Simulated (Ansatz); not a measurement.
**AlF3H2: density, localisation and related maps**

Input file:

```
crystal:
  periodic: [false, false, false]
  atoms:
    - { symbol: Al, position_ang: [0.001338, 0.235038, -0.083433] }
    - { symbol: H, position_ang: [0.017469, 0.196946, 1.475136] }
    - { symbol: F, position_ang: [1.406181, 0.363099, -0.922672] }
    - { symbol: F, position_ang: [-1.42085, 0.271888, -0.901732] }
    - { symbol: F, position_ang: [0.057016, -2.330193, 1.220938] }
    - { symbol: H, position_ang: [0.066646, -1.635279, 1.823763] }
basis:
  gaussian: { orbitals: def2-SVP }
hamiltonian:
  xc: { name: BHLYP }
relax:
  f_tol: 0.03
  max_steps: 50
output:
  orbitals: {}
```

Command:

```sh
ansatz run input.yaml --threads 1 --pin off --max-ram 2048MiB --backend cpu --events-out ev --progress --plain --runs-dir out
```

The fields are those of the run's last geometry, not of the input's.

Method: Ansatz 0.2.0, RKS BHLYP/def2-SVP.

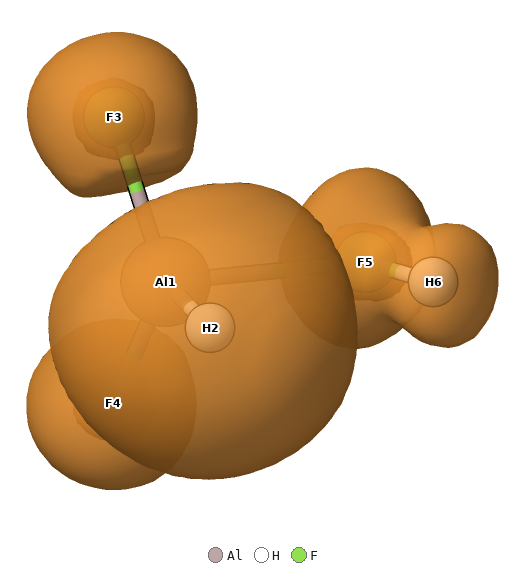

Figure 1. Isosurface of the electron localisation function at 0.75 (orange), seen at a tilt. Only the valence region is drawn (cores and ρ < 0.01 e/Å³ removed).

### What do the ELF domains correspond to?

The ELF exceeds this value in one region around a hydrogen nucleus, two regions wrapped around F (the valence shell of each) and one joined region spread over several atoms (F, H), in which their bonds and any lone pairs are merged. Along the contacts the grid gives the following. Al–F (1.65 Å): the ELF peaks at about 0.85 in the valence shell of F, 0.6 Å from its nucleus, and is about 0.30 at the midpoint. F–H (0.93 Å): the ELF climbs to about 1 towards the hydrogen, as it does in any bond to H: a covalent bond by its length.

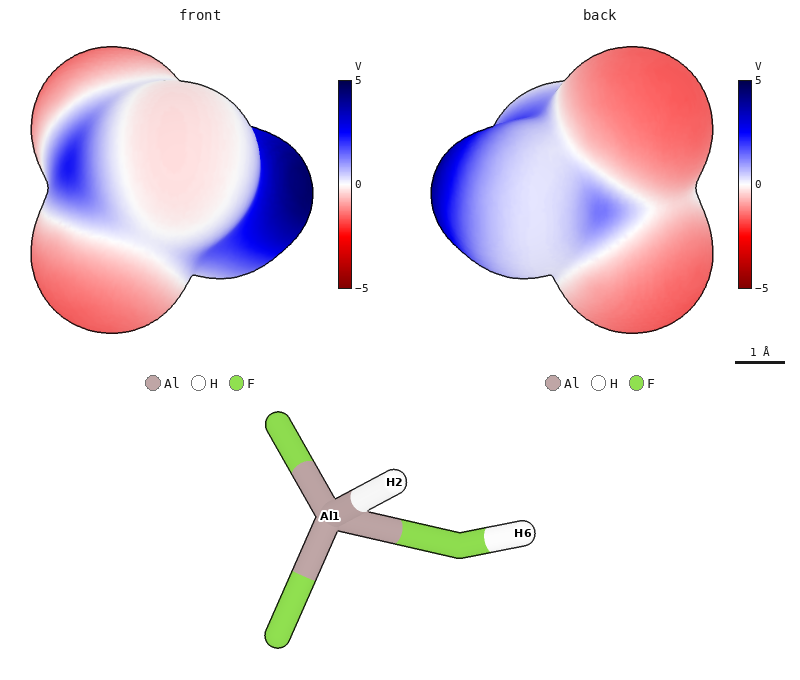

Figure 2. The electrostatic potential painted on the density surface at 0.001 e/bohr³, seen from the front and from behind; red is negative and blue positive. The bare structure is drawn below in the same view.

### Describe the electrostatic potential map.

The most negative region (about −1.6 V) lies over F3 and F4, the most positive (about +4.5 V) over H6.

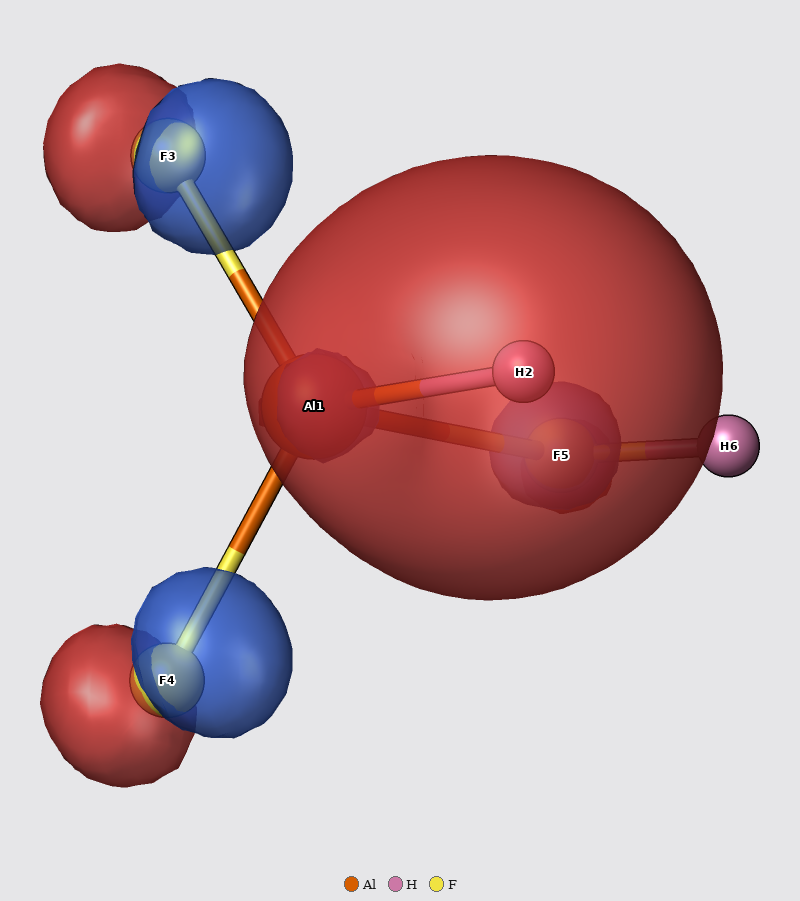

Figure 3. The HOMO at ±0.15 Å⁻³ᐟ² (blue and red are the two phases), seen at a tilt.

### Describe this orbital and give its energy.

Its weight (Hirshfeld) is mainly on H2 (about 50 %), Al1 (about 35 %), F3 (about 5 %) and F4 (about 5 %). Its energy is −10.71 eV.

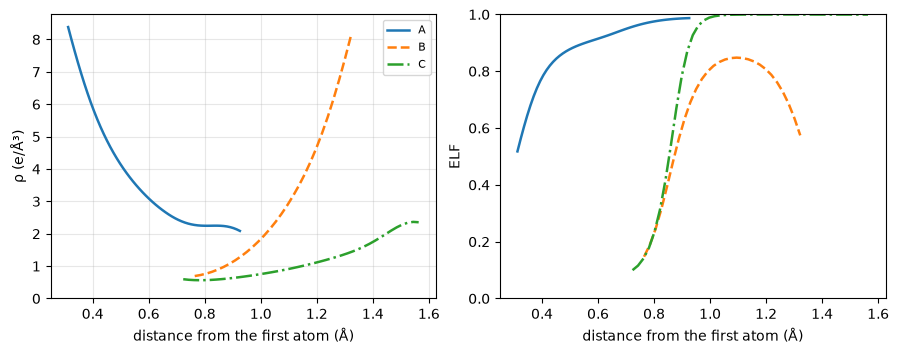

Figure 4. Total electron density and ELF along straight lines between neighbouring atoms. The curves leave out the atomic cores.

### Which curve belongs to which contact (Al–F, Al–H and F–H)? The first atom named is at distance zero.

Curve A: F–H (0.93 Å): the density is about 4.7 e/Å³ at the midpoint; the ELF climbs to about 1 towards the hydrogen; an ordinary covalent bond to hydrogen. Curve B: Al–F (1.65 Å): ρ at the midpoint is about 0.82 e/Å³; the ELF peaks at about 0.85 in the valence shell of F, 0.6 Å from its nucleus, and is about 0.30 at the midpoint. Curve C: Al–H (1.56 Å): the density is about 0.56 e/Å³ at the midpoint; the ELF climbs to about 1 towards the hydrogen.
